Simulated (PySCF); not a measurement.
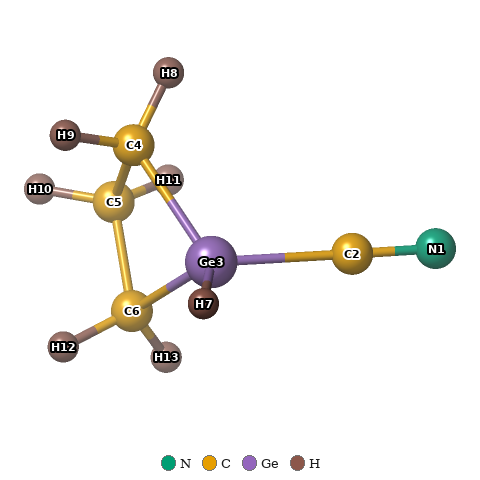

The molecule: C₄H₇GeN, SMILES N#[C][GeH]1[CH2]C[CH2]1, singlet.

Kohn-Sham orbital energies near the frontier, PBE0/def2-SVPD, PySCF 2.14.0, at a GFN2-xTB geometry (no frequency check), isolated molecule; empty levels in grey, levels within 0.03 eV side by side.

> Where do the frontier orbitals lie?

HOMO at −8.33 eV, LUMO at −0.76 eV, 7.56 eV apart.

> On which atoms do HOMO and LUMO mostly sit?

HOMO: C6/C4 25 % each, Ge3 21 %. LUMO: Ge3 29 %, C2 20 %, N1 17 % (Löwdin shares).

> List the levels with the atoms that carry most of them (a dash for levels above zero or within 0.03 eV of another, where shares mean little).

| orbital | energy (eV) | Löwdin shares |
| --- | --- | --- |
| LUMO+1 | −0.07 | Ge3 22 %, N1 22 %, C2 20 % |
| LUMO | −0.76 | Ge3 29 %, C2 20 %, N1 17 % |
| HOMO | −8.33 | C6/C4 25 % each, Ge3 21 % |
| HOMO−1 | −8.63 | Ge3 18 %, C5 18 %, C4/C6 14 % each |
| HOMO−2 | −9.69 | N1 20 %, C5 14 %, C2 10 % |

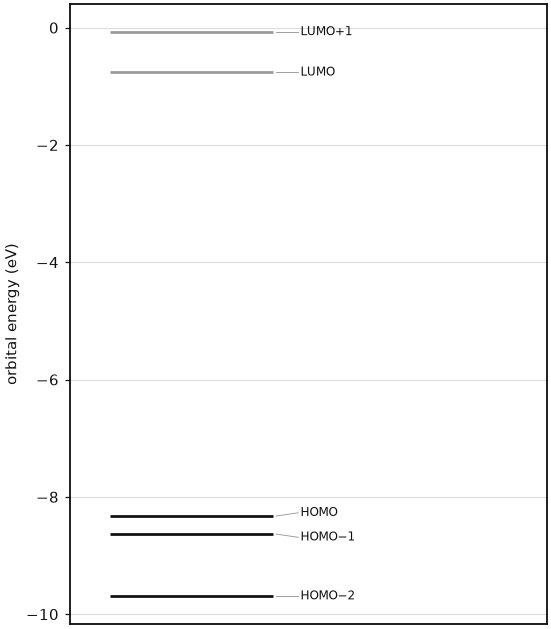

Caveats: the tight-binding geometry is rougher than a DFT one and adds to the error; one conformer of a flexible molecule; empty levels above zero depend strongly on the basis.
